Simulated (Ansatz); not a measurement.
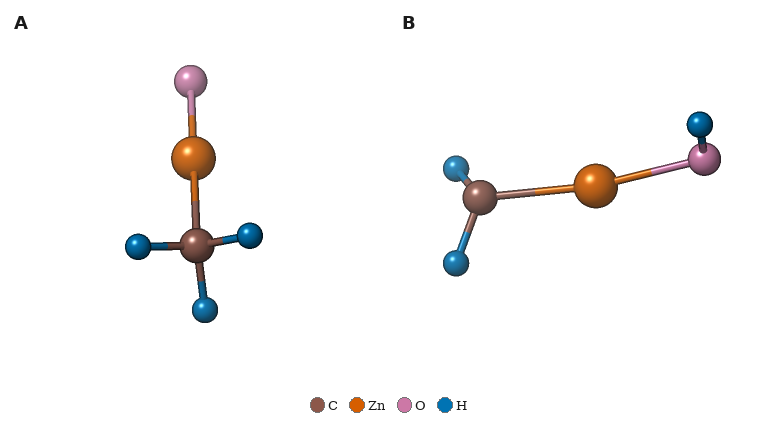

2 stationary structures of one formula. The species has charge −1 and is a spin singlet. Geometries: PBE-D4/def2-SVPD. Electronic energies: PBE-D4/def2-SVPD (Ansatz 0.2.0), without zero-point energy. No frequency run is at hand to confirm each as a minimum.

Which is lowest in energy, and by how much?

Answer. A is lowest; B lies 0.631 eV above it (Cs).
